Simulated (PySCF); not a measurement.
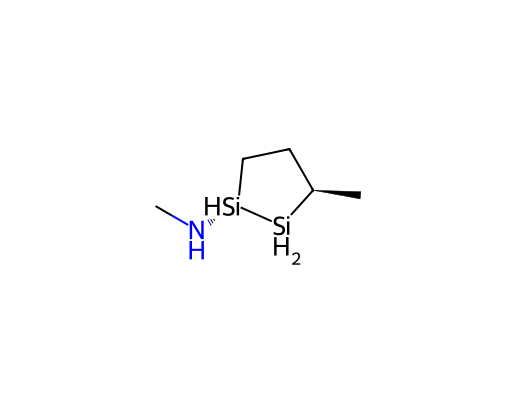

2D structure.

Give its SMILES.

Answer. CN[Si@@H]1CC[C@@H](C)[SiH2]1

Give the formula, hydrogens included.

Answer. C5H15NSi2.

An optimisation with PBE0-D3(BJ)/def2-SVP gave a structure of which point group?

Answer. C1.

More results for the same structure follow; atom numbers are the same in all pictures, views and colours differ. Computed geometry: PBE0-D3(BJ)/def2-SVP optimisation. No frequency run is at hand to confirm it as a minimum.

## Electronic properties

No frequency run is at hand to confirm it as a minimum. Properties computed with PBE0/pcSseg-1 in chloroform (IEF-PCM) (PySCF 2.14.0).

What does the calculation give?

- dipole moment: 1.62 D
- HOMO energy (Kohn–Sham orbital): −6.44 eV
- LUMO energy (Kohn–Sham orbital): 0.31 eV
- HOMO–LUMO gap: 6.74 eV

## Core levels

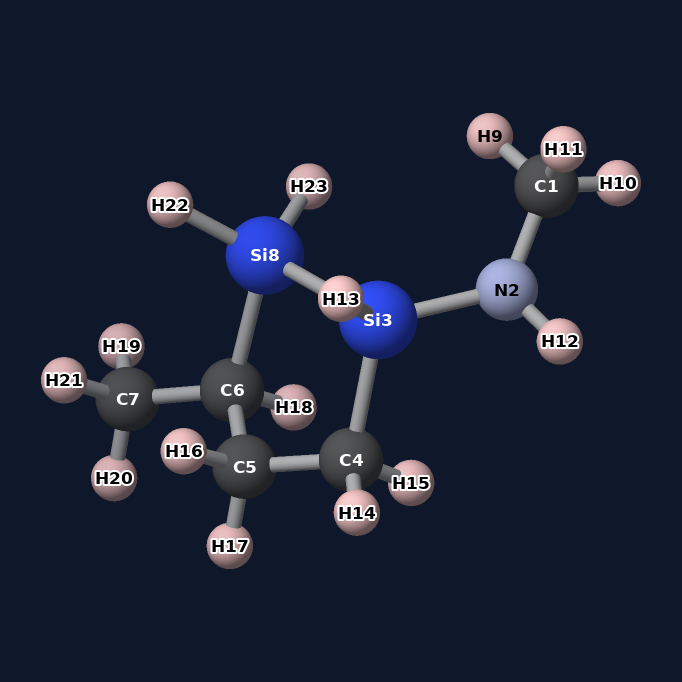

No frequency run is at hand to confirm it as a minimum. Level of theory: delta-SCF UKS SCAN, pcX-2 on the ionised atom, pcseg-1 elsewhere, spin-free X2C (PySCF 2.14.0).

Give the core-electron binding energies (to vacuum; p and d levels without spin–orbit splitting) of C1 1s, N2 1s, Si3 1s, Si3 2p, C4 1s, C5 1s, C6 1s, C7 1s, Si8 1s, Si8 2p.

| atom | level | binding energy (eV) |
| --- | --- | --- |
| C1 | 1s | 291.4 |
| N2 | 1s | 404.1 |
| Si3 | 1s | 1845.7 |
| Si3 | 2p | 106.1 |
| C4 | 1s | 289.7 |
| C5 | 1s | 290.3 |
| C6 | 1s | 289.8 |
| C7 | 1s | 290.3 |
| Si8 | 1s | 1845.3 |
| Si8 | 2p | 105.9 |

## NMR shielding

The questions are on isotropic NMR shieldings of the C atoms. No frequency run is at hand to confirm it as a minimum. Level of theory: GIAO PBE0/pcSseg-1 NMR shielding, non-relativistic, IEF-PCM chloroform (PySCF 2.14.0).

Give the isotropic NMR shieldings of the C atoms atom by atom.

```
atom  σ (ppm)
  C1    150.7
  C4    166.6
  C5    149.6
  C6    160.6
  C7    164.2
```
